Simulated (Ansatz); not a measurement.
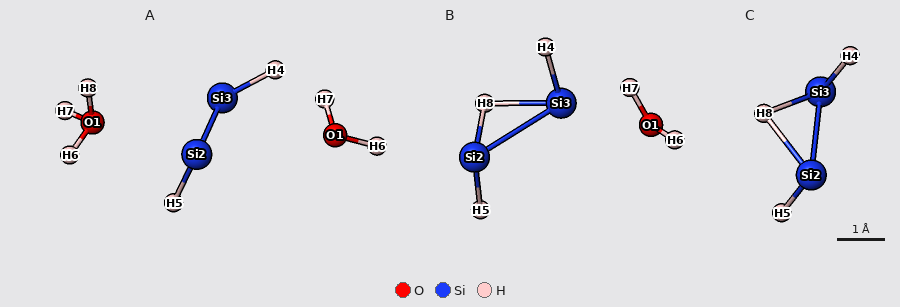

3 geometries from one relaxation of Si$_{2}$H$_{5}$O (charge −1), in shuffled order. A ball-and-stick model, seen from a free direction.

It is one of the separated reactants of a reaction.

Computed with RKS PBE-D4/def2-SVPD in Ansatz 0.2.0. (force threshold 0.03 eV/Å; at most 250 steps)

### Order the frames from highest to lowest energy.

A, C, B. They are steps 0, 16, 47, at +8.379 eV, +0.605 eV relative to the last. The energy falls by 8.379 eV in 42 accepted moves (47 points after the start). The largest force component goes from 14 to 0.028 eV/Å. The line search rejected the trial steps at points 22, 28, 32, 35, 46 of the run. H8 moves most after the best rigid fit: 3.24 Å. Largest moves by element: H 3.24 Å, O 1.58 Å, Si 0.87 Å. Near-neighbour distances that change, for instance: O1–H8 0.970 → 4.321 Å, Si3–H8 3.615 → 1.734 Å, Si2–H8 2.941 → 1.718 Å, O1–Si2 2.395 → 3.418 Å. New bonds form, among them: Si2–H8 (2.94 → 1.72 Å), Si3–H8 (3.61 → 1.73 Å). Bonds break, among them: O1–H8 (0.97 → 4.32 Å). Among the angles between lasting bonds that change: Si2–Si3–H4 107.1° → 91.8°, Si3–Si2–H5 99.0° → 95.1°. Groups turn about Si2–Si3 by about 45°.

Limits of the set-up: the start holds two separate molecules, 2.4 Å apart at their closest, whose relative position is a soft coordinate.
